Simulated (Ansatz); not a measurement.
The reference is Si in the diamond structure (space group Fd-3m, No. 227; a = 5.470 Å).

Perturbation: a fraction x = 0.625 of the Si sites is given to Ge, ordered in a cell of 8 atoms (starting symmetry Cm) and fully relaxed.

Method: PBE/PAW in Ansatz (a program for electronic structure), spin-orbit coupling left out.

The zone is the changed cell's own and can be folded.

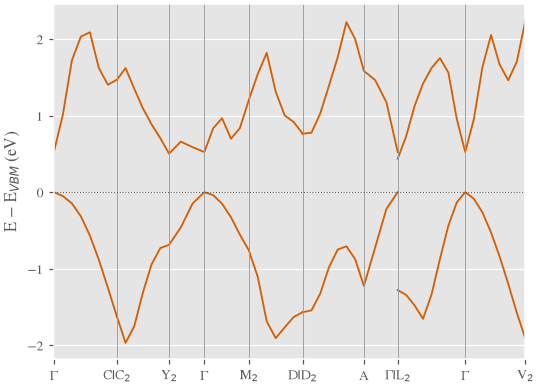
*Highest valence and lowest conduction band along the path of the changed cell's own zone*

Question: From the figure, how large is the changed gap, and is it direct?

Answer: About 0.4 eV, indirect, Γ → L₂.

These are small ordered cells, not random alloys; other orderings at the same x differ. No phonon test of stability was made. k-point labels follow each cell's own Brillouin zone.
